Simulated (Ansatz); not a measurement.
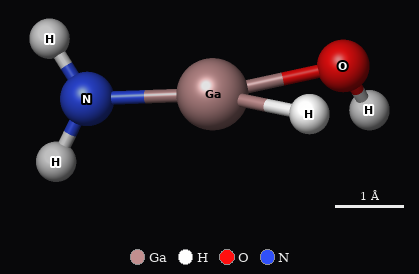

The structure as given in the input (ball-and-stick view, seen at a tilt). Sticks mark near contacts. Bond lengths as drawn: Ga–H 1.77 Å, Ga–N 1.93 Å, Ga–O 1.99 Å, H–N 1.06 Å and H–O 1.01 Å.

# Run report: GaNH$_{4}$O, geometry relaxation

- system: GaNH$_{4}$O
- method: RKS B3LYP/def2-SVP (Ansatz 0.2.0)

The input holds or restrains some coordinates. Forces given for the steps count only the free coordinates. It belongs to a series of runs on one base structure; here: pulled along the bonds that form and break, towards end B.

## Output
```
The last accepted step is kept in [file] (removed where the run ends without a failure and the disk answers)
Engine: ansatz 0.2.0, aarch64-unknown-linux-gnu
Functional definition: B3LYP
  parameter a0 = 0.2
  parameter ax = 0.72
  parameter ac = 0.81
  exchange = (1 - a0 - ax)*slater_x + ax*b88_x + a0*exact_x
  correlation = (1 - ac)*vwn_rpa_c + ac*lyp_c
858 factors; integrals over basis functions are off by at most 2.5e-4 eV
mean field evaluation 1: about -55957.4001 eV, gradient 7.9e1 eV
mean field evaluation 2: about -55888.8293 eV, gradient 1.7e2 eV
mean field evaluation 4: about -55969.2789 eV, gradient 1.2e1 eV
mean field evaluation 8: about -55969.6032 eV, gradient 2.6e-1 eV
mean field evaluation 16: about -55969.6033 eV, gradient 2.6e-5 eV
mean field -55969.60326438 eV, -2056.8449824063 hartree, gradient 2.6e-5 eV, S^2 0.000000; 0 other end points of the search recorded, 0 dependent functions left out
the calculation of the forces begins
reference -55969.60349465 eV, -2056.8449908684 hartree; 25, 25 occupied and 55, 55 virtual orbitals, 858 factors
relax step   1: F+E_penalty+E_count = -55969.60326438 eV  Δ(F+E_penalty+E_count) = +0.000e0 eV  max|allowed force component| = 2.456e0 eV/Å  E_restraint = 32.05896383 eV  max|allowed force component, restraints' pulls added| = 5.022e1 eV/Å  Δτ_max = 0.0000 Å  (27 SCF iters, accepted)
  distance H 1 - O 2 = 1.3803 Å
  distance Ga 0 - H 1 = 1.7700 Å
  distance Ga 0 - O 2 = 1.9899 Å
these checks for a lower state are left out or cut short: starts, cluster_reference, orbital_swaps, neighbouring_geometries, increment
858 factors; integrals over basis functions are off by at most 4.1e-4 eV
mean field -55969.70076803 eV, -2056.8485655994 hartree, gradient 1.0e-5 eV, S^2 0.000000; 0 other end points of the search recorded, 0 dependent functions left out
[... from here on the field's lines of each further geometry are left out, up to the last ...]
relax step   2: F+E_penalty+E_count = -55969.70076803 eV  Δ(F+E_penalty+E_count) = -9.750e-2 eV  max|allowed force component| = 3.215e0 eV/Å  E_restraint = 17.48943934 eV  max|allowed force component, restraints' pulls added| = 3.444e1 eV/Å  Δτ_max = 0.1911 Å  (37 SCF iters, accepted)
relax step   3: F+E_penalty+E_count = -55969.63674279 eV  Δ(F+E_penalty+E_count) = +6.403e-2 eV  max|allowed force component| = 7.018e0 eV/Å  E_restraint = 6.42415663 eV  max|allowed force component, restraints' pulls added| = 1.627e1 eV/Å  Δτ_max = 0.1912 Å  (35 SCF iters, accepted)
relax step   4: F+E_penalty+E_count = -55970.45988495 eV  Δ(F+E_penalty+E_count) = -8.231e-1 eV  max|allowed force component| = 7.923e0 eV/Å  E_restraint = 1.12454376 eV  max|allowed force component, restraints' pulls added| = 6.292e0 eV/Å  Δτ_max = 0.2000 Å  (30 SCF iters, accepted)
relax step   5: F+E_penalty+E_count = -55971.70877417 eV  Δ(F+E_penalty+E_count) = -1.249e0 eV  max|allowed force component| = 2.653e0 eV/Å  E_restraint = 0.03575409 eV  max|allowed force component, restraints' pulls added| = 1.692e0 eV/Å  Δτ_max = 0.1948 Å  (30 SCF iters, accepted)
relax step   6: F+E_penalty+E_count = -55972.14877113 eV  Δ(F+E_penalty+E_count) = -4.400e-1 eV  max|allowed force component| = 9.996e-1 eV/Å  E_restraint = 0.02553335 eV  max|allowed force component, restraints' pulls added| = 1.456e0 eV/Å  Δτ_max = 0.1942 Å  (31 SCF iters, accepted)
relax step   7: F+E_penalty+E_count = -55972.27339564 eV  Δ(F+E_penalty+E_count) = -1.246e-1 eV  max|allowed force component| = 1.034e0 eV/Å  E_restraint = 0.03144983 eV  max|allowed force component, restraints' pulls added| = 1.281e0 eV/Å  Δτ_max = 0.1932 Å  (30 SCF iters, accepted)
relax step   8: F+E_penalty+E_count = -55972.37286887 eV  Δ(F+E_penalty+E_count) = -9.947e-2 eV  max|allowed force component| = 6.940e-1 eV/Å  E_restraint = 0.01405327 eV  max|allowed force component, restraints' pulls added| = 5.023e-1 eV/Å  Δτ_max = 0.2000 Å  (30 SCF iters, accepted)
relax step   9: F+E_penalty+E_count = -55972.42427749 eV  Δ(F+E_penalty+E_count) = -5.141e-2 eV  max|allowed force component| = 6.781e-1 eV/Å  E_restraint = 0.01242646 eV  max|allowed force component, restraints' pulls added| = 4.446e-1 eV/Å  Δτ_max = 0.2000 Å  (30 SCF iters, accepted)
relax step  10: F+E_penalty+E_count = -55972.45134992 eV  Δ(F+E_penalty+E_count) = -2.707e-2 eV  max|allowed force component| = 7.151e-1 eV/Å  E_restraint = 0.01040152 eV  max|allowed force component, restraints' pulls added| = 3.266e-1 eV/Å  Δτ_max = 0.1485 Å  (28 SCF iters, accepted)
relax step  11: F+E_penalty+E_count = -55972.47028128 eV  Δ(F+E_penalty+E_count) = -1.893e-2 eV  max|allowed force component| = 6.806e-1 eV/Å  E_restraint = 0.01012151 eV  max|allowed force component, restraints' pulls added| = 2.539e-1 eV/Å  Δτ_max = 0.1116 Å  (30 SCF iters, accepted)
relax step  12: F+E_penalty+E_count = -55972.47472382 eV  Δ(F+E_penalty+E_count) = -4.443e-3 eV  max|allowed force component| = 6.810e-1 eV/Å  E_restraint = 0.01000186 eV  max|allowed force component, restraints' pulls added| = 2.259e-1 eV/Å  Δτ_max = 0.0245 Å  (27 SCF iters, accepted)
relax step  13: F+E_penalty+E_count = -55972.48939565 eV  Δ(F+E_penalty+E_count) = -1.467e-2 eV  max|allowed force component| = 8.157e-1 eV/Å  E_restraint = 0.00849167 eV  max|allowed force component, restraints' pulls added| = 7.359e-1 eV/Å  Δτ_max = 0.1927 Å  (30 SCF iters, accepted)
relax step  14: F+E_penalty+E_count = -55972.51088353 eV  Δ(F+E_penalty+E_count) = -2.149e-2 eV  max|allowed force component| = 6.941e-1 eV/Å  E_restraint = 0.00984491 eV  max|allowed force component, restraints' pulls added| = 1.607e-1 eV/Å  Δτ_max = 0.1195 Å  (28 SCF iters, accepted)
relax step  15: F+E_penalty+E_count = -55972.51008531 eV  Δ(F+E_penalty+E_count) = +7.982e-4 eV  max|allowed force component| = 8.544e-1 eV/Å  E_restraint = 0.01005067 eV  max|allowed force component, restraints' pulls added| = 4.994e-1 eV/Å  Δτ_max = 0.1789 Å  (29 SCF iters, rejected (line search))
relax step  16: F+E_penalty+E_count = -55972.51842500 eV  Δ(F+E_penalty+E_count) = -7.541e-3 eV  max|allowed force component| = 7.049e-1 eV/Å  E_restraint = 0.00996831 eV  max|allowed force component, restraints' pulls added| = 6.940e-2 eV/Å  Δτ_max = 0.0895 Å  (27 SCF iters, accepted)
relax step  17: F+E_penalty+E_count = -55972.52118362 eV  Δ(F+E_penalty+E_count) = -2.759e-3 eV  max|allowed force component| = 7.769e-1 eV/Å  E_restraint = 0.00973253 eV  max|allowed force component, restraints' pulls added| = 1.574e-1 eV/Å  Δτ_max = 0.0975 Å  (26 SCF iters, accepted)
relax step  18: F+E_penalty+E_count = -55972.51553705 eV  Δ(F+E_penalty+E_count) = +5.647e-3 eV  max|allowed force component| = 8.097e-1 eV/Å  E_restraint = 0.00968945 eV  max|allowed force component, restraints' pulls added| = 3.075e-1 eV/Å  Δτ_max = 0.0856 Å  (27 SCF iters, rejected (line search))
the calculation of the forces begins
reference -55972.52326880 eV, -2056.9522905894 hartree; 25, 25 occupied and 55, 55 virtual orbitals, 858 factors
relax step  19: F+E_penalty+E_count = -55972.52304437 eV  Δ(F+E_penalty+E_count) = -1.861e-3 eV  max|allowed force component| = 7.481e-1 eV/Å  E_restraint = 0.01027472 eV  max|allowed force component, restraints' pulls added| = 1.076e-2 eV/Å  Δτ_max = 0.0427 Å  (27 SCF iters, accepted)
  distance H 1 - O 2 = 0.9852 Å
  distance Ga 0 - H 1 = 2.7738 Å
  distance Ga 0 - O 2 = 2.9825 Å
```

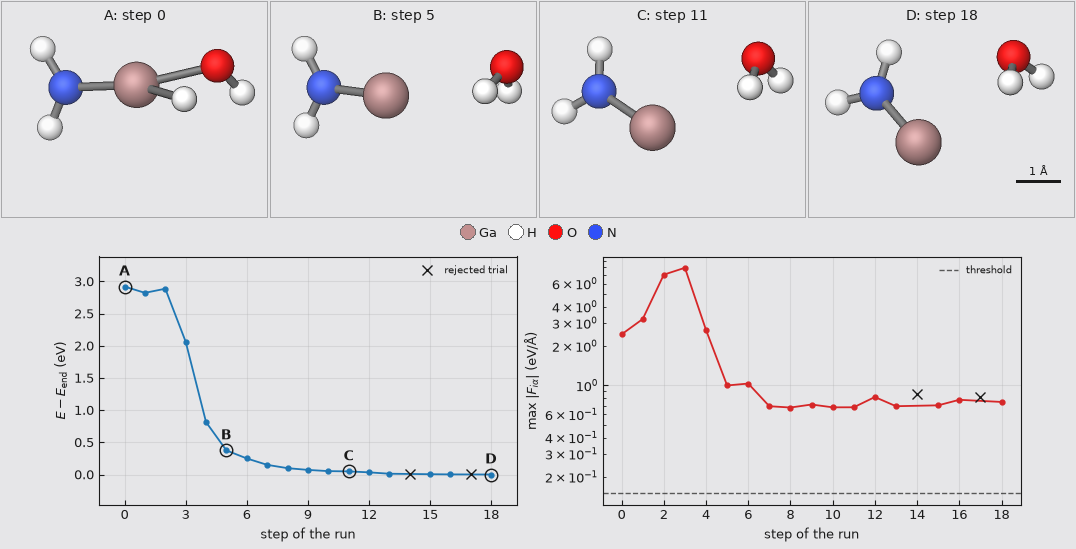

Frames of the restrained relaxation (ball-and-stick view, seen at a tilt) above the curves, on which the letters mark them (the first geometry is step 0 here and step 1 in the log).

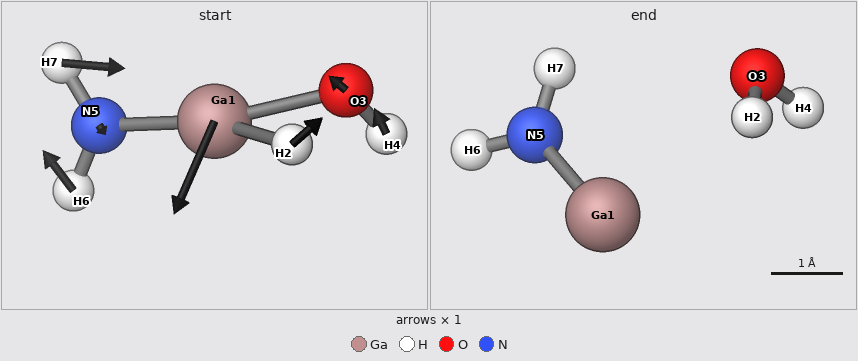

Before (left) and after (right) the restrained relaxation, at one scale (ball-and-stick view, seen at a tilt). The black arrows give the displacements, at true length. After 18 geometry steps the energy has fallen by 2.920 eV. The largest force component goes from 2.5 to 0.75 eV/Å. The line search rejected the trial steps at points 14, 17 (counted from 0) and went back. The atom that moves furthest after the best rigid fit is Ga1 (1.46 Å). By element the largest moves are Ga 1.46 Å, H 0.91 Å, O 0.33 Å, N 0.17 Å. Among the contacts that change: Ga1–H2 1.770 → 2.774 Å, Ga1–O3 1.990 → 2.983 Å, H2–O3 1.380 → 0.985 Å, Ga1–N5 1.930 → 1.873 Å. New bonds form: H2–O3 (1.38 → 0.99 Å). Bonds break: Ga1–H2 (1.77 → 2.77 Å), Ga1–O3 (1.99 → 2.98 Å). Among the angles that change: H6–N5–H7 120.0° → 109.7°, Ga1–N5–H6 120.0° → 125.8°, Ga1–N5–H7 120.0° → 124.4°. (Atoms are counted from 1 in the order of the input.)

```
858 factors; integrals over basis functions are off by at most 1.0e-3 eV
mean field -55972.52304437 eV, -2056.9522823418 hartree, gradient 4.0e-5 eV, S^2 0.000000; 1 other end points of the search recorded, 0 dependent functions left out
the calculation of the forces begins
reference -55972.52326880 eV, -2056.9522905894 hartree; 25, 25 occupied and 55, 55 virtual orbitals, 858 factors
Total energy: -55972.52326880 eV, -2056.9522905894 hartree
Atom 0 at    -0.969627    -0.880848     0.671871 Å, force     0.099623     0.041848    -0.052190 eV/Å
Atom 1 at     1.579747     0.063273     1.222482 Å, force     0.254470     0.146495    -0.697020 eV/Å
Atom 2 at     1.778402     0.205835     0.268109 Å, force    -0.357807    -0.182938     0.748122 eV/Å
Atom 3 at     2.197142    -0.629395     0.011682 Å, force    -0.001195    -0.003625    -0.002215 eV/Å
Atom 4 at    -1.608398    -0.082941    -0.897173 Å, force     0.005414     0.002486    -0.003002 eV/Å
Atom 5 at    -2.561624    -0.147053    -1.253199 Å, force     0.008011     0.005725    -0.004454 eV/Å
Atom 6 at    -1.053442     0.519230    -1.505272 Å, force    -0.008516    -0.009990     0.010759 eV/Å
Dipole moment:     0.136141    -0.115374    -0.059122 e Å
```

## Trajectory as extended XYZ (Å, eV, eV/Å), 15 of the 19 frames kept, from step=1 to step=19
```
7
Properties=species:S:1:pos:R:3:forces:R:3 step=1 energy=-55969.60326
Ga    0.0000    0.0000    0.0000   -2.4556  -0.0603   0.8640
H     1.0752    0.0000    1.4060    0.3058  -0.2137  -0.8139
O     1.9596    0.0000    0.3462    1.1404  -1.0211  -0.2712
H     2.2595   -0.9519    0.1913   -0.1186   1.1083   0.3771
N    -1.6714    0.0000   -0.9650    0.4176   0.3470  -0.3513
H    -2.3403   -0.8164   -0.8664    0.8112   1.5075  -0.4742
H    -1.9204    0.8164   -1.5936   -0.1008  -1.6677   0.6695
7
Properties=species:S:1:pos:R:3:forces:R:3 step=2 energy=-55969.70077
Ga   -0.1662    0.0003   -0.0943    1.2513  -0.1622   2.5859
H     1.1874   -0.0014    1.4535    2.0321  -0.4511  -3.2151
O     2.0291   -0.0021    0.4064   -0.7142  -0.3244   1.9929
H     2.2616   -0.9498    0.1932   -0.2371   0.7158   0.6865
N    -1.6877    0.0013   -0.9777   -2.1133   0.2400  -1.7435
H    -2.3388   -0.8101   -0.8696    0.2755   1.1636  -0.5579
H    -1.9231    0.8098   -1.5929   -0.4942  -1.1817   0.2511
7
Properties=species:S:1:pos:R:3:forces:R:3 step=4 energy=-55970.45988
Ga   -0.4471   -0.0068   -0.2173    7.9228  -0.3344   5.5471
H     1.5370   -0.0235    1.4396    1.6020  -0.5771  -2.3105
O     2.2035   -0.0087    0.6514   -0.2009  -0.7715   1.2235
H     2.2406   -0.9201    0.2280   -0.5235   1.4262   1.2153
N    -1.8123    0.0026   -1.0600   -5.8931   0.1015  -3.8658
H    -2.3845   -0.8026   -0.9008   -1.4250  -0.1392  -0.7375
H    -1.9750    0.8072   -1.6225   -1.4823   0.2945  -1.0721
7
Properties=species:S:1:pos:R:3:forces:R:3 step=5 energy=-55971.70877
Ga   -0.4764   -0.0227   -0.1555    2.6529  -0.2433   2.2084
H     1.7285   -0.0417    1.4705    0.1697  -0.2139  -0.4939
O     2.3636   -0.0332    0.7310    0.5776   0.4459   0.4398
H     2.2280   -0.8696    0.2736   -0.2307  -0.1667   0.1209
N    -1.9089   -0.0037   -1.1387   -0.7175   0.1165  -0.7996
H    -2.5006   -0.7990   -0.9723   -1.1920   0.0941  -0.7346
H    -2.0720    0.8178   -1.6901   -1.2600  -0.0326  -0.7410
7
Properties=species:S:1:pos:R:3:forces:R:3 step=6 energy=-55972.14877
Ga   -0.5150   -0.0965    0.0199    0.1526  -0.1934   0.4959
H     1.8361   -0.0242    1.5031    0.6264  -0.1034  -0.9996
O     2.4297   -0.0140    0.7088   -0.2011   0.1865   0.8775
H     2.2302   -0.8558    0.2767   -0.0745  -0.0275   0.1273
N    -1.9221   -0.0148   -1.1768    0.6363  -0.2007   0.4927
H    -2.6143   -0.7601   -1.0761   -0.3656   0.5768  -0.6072
H    -2.0824    0.8135   -1.7372   -0.7739  -0.2382  -0.3866
7
Properties=species:S:1:pos:R:3:forces:R:3 step=7 energy=-55972.27340
Ga   -0.5760   -0.1219    0.2014   -0.3699  -0.1072   0.0974
H     1.8923   -0.0469    1.4988    0.6031   0.0935  -1.0340
O     2.4142    0.0236    0.6560   -0.4048  -0.2378   0.8792
H     2.2817   -0.8599    0.2713    0.0504   0.1968   0.1150
N    -1.9697    0.0491   -1.0554   -0.5578  -0.1834  -0.9183
H    -2.6462   -0.7413   -1.2184    0.7283   1.0299   0.0991
H    -2.0340    0.7454   -1.8352   -0.0493  -0.7918   0.7617
7
Properties=species:S:1:pos:R:3:forces:R:3 step=9 energy=-55972.42428
Ga   -0.7307   -0.4072    0.4279   -0.1386  -0.0453   0.0537
H     1.8351   -0.0269    1.4224    0.3201   0.1602  -0.6781
O     2.2225    0.1241    0.5292   -0.3237  -0.1622   0.6237
H     2.2633   -0.7802    0.1819    0.0530   0.0407  -0.0034
N    -1.8304    0.0122   -1.0372   -0.0906  -0.1034  -0.0976
H    -2.6931   -0.5241   -1.1812    0.1333   0.1364   0.0144
H    -1.7046    0.6503   -1.8244    0.0465  -0.0264   0.0872
7
Properties=species:S:1:pos:R:3:forces:R:3 step=10 energy=-55972.45135
Ga   -0.7988   -0.4567    0.4926   -0.1474  -0.1060   0.0821
H     1.7913   -0.0129    1.3719    0.2568   0.1345  -0.6545
O     2.1368    0.1296    0.4617   -0.3430   0.2358   0.7151
H     2.3969   -0.7590    0.2007    0.0880  -0.3235  -0.1227
N    -1.8367   -0.0404   -1.0184    0.3166   0.1703  -0.0240
H    -2.7495   -0.4282   -1.2348   -0.2028  -0.1107   0.0191
H    -1.5779    0.6157   -1.7552    0.0318  -0.0004  -0.0151
7
Properties=species:S:1:pos:R:3:forces:R:3 step=11 energy=-55972.47028
Ga   -0.7976   -0.5682    0.4952   -0.1296  -0.0493   0.0050
H     1.7650    0.0217    1.3573    0.2812   0.1148  -0.6541
O     2.1050    0.1521    0.4430   -0.3720   0.1409   0.6806
H     2.3399   -0.7460    0.1826    0.0684  -0.2256  -0.0735
N    -1.8015   -0.0380   -1.0054    0.2539   0.0286   0.0814
H    -2.7464   -0.3583   -1.2009   -0.1485  -0.0561   0.0063
H    -1.5022    0.5848   -1.7533    0.0466   0.0467  -0.0457
7
Properties=species:S:1:pos:R:3:forces:R:3 step=13 energy=-55972.48940
Ga   -0.8839   -0.7537    0.5668   -0.1240   0.1301  -0.2942
H     1.6815    0.0117    1.3082    0.2783   0.2111  -0.7706
O     1.9553    0.1736    0.3730   -0.0694  -0.8157   0.6704
H     2.3767   -0.6841    0.1404   -0.3049   0.6061   0.0997
N    -1.7367   -0.0367   -0.9677    0.0742  -0.0042  -0.0133
H    -2.7036   -0.2564   -1.2342    0.2635   0.0789   0.0741
H    -1.3272    0.5937   -1.6679   -0.1176  -0.2062   0.2340
7
Properties=species:S:1:pos:R:3:forces:R:3 step=14 energy=-55972.51088
Ga   -0.8995   -0.7962    0.5733    0.1096  -0.0580   0.1298
H     1.6490    0.0257    1.2938    0.2907   0.0974  -0.6941
O     1.9109    0.1914    0.3591   -0.3769  -0.0826   0.6451
H     2.3023   -0.6508    0.0851   -0.0092  -0.0314   0.0500
N    -1.6938   -0.0596   -0.9463   -0.0285   0.0730  -0.1594
H    -2.6738   -0.1866   -1.2018    0.0348   0.0128  -0.0002
H    -1.2328    0.5243   -1.6447   -0.0205  -0.0112   0.0288
7
Properties=species:S:1:pos:R:3:forces:R:3 step=15 energy=-55972.51009 accepted=F
Ga   -0.9606   -0.8950    0.6533    0.0927   0.0888  -0.1677
H     1.5820    0.0770    1.2283    0.2867   0.1489  -0.7870
O     1.7984    0.1999    0.2729   -0.3984  -0.1737   0.8544
H     2.2292   -0.6375    0.0461    0.0040  -0.0165  -0.0168
N    -1.6004   -0.1216   -0.9363   -0.2448   0.2994  -0.2419
H    -2.5935   -0.1198   -1.2108    0.4033  -0.0393   0.0963
H    -1.0929    0.5451   -1.5350   -0.1435  -0.3076   0.2628
7
Properties=species:S:1:pos:R:3:forces:R:3 step=16 energy=-55972.51843
Ga   -0.9300   -0.8330    0.6173    0.0932   0.0059   0.0072
H     1.6210    0.0424    1.2628    0.2702   0.1314  -0.6893
O     1.8563    0.1942    0.3184   -0.3706  -0.1413   0.7049
H     2.2657   -0.6453    0.0620   -0.0040  -0.0166   0.0085
N    -1.6575   -0.0696   -0.9286   -0.0129   0.0364  -0.0694
H    -2.6276   -0.1761   -1.2268    0.0253   0.0040   0.0072
H    -1.1657    0.5355   -1.5866   -0.0013  -0.0199   0.0310
7
Properties=species:S:1:pos:R:3:forces:R:3 step=18 energy=-55972.51554 accepted=F
Ga   -0.9791   -0.9099    0.6841    0.1149   0.0511  -0.1034
H     1.5568    0.0961    1.2025    0.2751   0.1250  -0.7495
O     1.7533    0.2055    0.2422   -0.3730  -0.1745   0.8097
H     2.1746   -0.6369    0.0142   -0.0037   0.0049   0.0013
N    -1.5703   -0.1342   -0.9171   -0.2426   0.2612  -0.2026
H    -2.5476   -0.1065   -1.2340    0.3075  -0.0603   0.0965
H    -1.0255    0.5341   -1.4734   -0.0782  -0.2075   0.1481
7
Properties=species:S:1:pos:R:3:forces:R:3 step=19 energy=-55972.52304
Ga   -0.9696   -0.8808    0.6719    0.0996   0.0418  -0.0522
H     1.5797    0.0633    1.2225    0.2545   0.1465  -0.6970
O     1.7784    0.2058    0.2681   -0.3578  -0.1829   0.7481
H     2.1971   -0.6294    0.0117   -0.0012  -0.0036  -0.0022
N    -1.6084   -0.0829   -0.8972    0.0054   0.0025  -0.0030
H    -2.5616   -0.1471   -1.2532    0.0080   0.0057  -0.0045
H    -1.0534    0.5192   -1.5053   -0.0085  -0.0100   0.0108
```

The run was set up as follows.

## Input file
```yaml
crystal:
  periodic: [false, false, false]
  atoms:
    - { symbol: Ga, position_ang: [0.0, 0.0, 0.0] }
    - { symbol: H, position_ang: [1.0752, 0.0, 1.406] }
    - { symbol: O, position_ang: [1.9596, 0.0, 0.3462] }
    - { symbol: H, position_ang: [2.2595, -0.9519, 0.1913] }
    - { symbol: "N", position_ang: [-1.6714, 0.0, -0.965] }
    - { symbol: H, position_ang: [-2.3403, -0.8164, -0.8664] }
    - { symbol: H, position_ang: [-1.9204, 0.8164, -1.5936] }
basis:
  gaussian: { orbitals: def2-SVP }
hamiltonian:
  xc: b3lyp
relax:
  f_tol: 0.15
  max_steps: 25
  restrain:
    - { distance: [1, 2], at: 1.01, k: 30.0 }
    - { distance: [0, 1], at: 2.77, k: 30.0 }
    - { distance: [0, 2], at: 2.99, k: 30.0 }
```

Command:
```bash
ansatz run input.yaml --threads 2 --pin off --max-ram 3072MiB --backend cpu --events-out ev --progress --plain --runs-dir out
```

## Results in brief

```tsv
quantity	value
outcome	converged under the restraints of the input
total energy	−55972.5233 eV
mean-field energy	−55972.5233 eV
largest force (length of the vector) at the end, held atoms and coordinates included	0.849 eV/Å
hardware	2 threads of Arm Neoverse V2, 24 GiB of memory available, shared host
wall time	26 s (CPU time 49 s)
peak memory	0.15 GiB
```
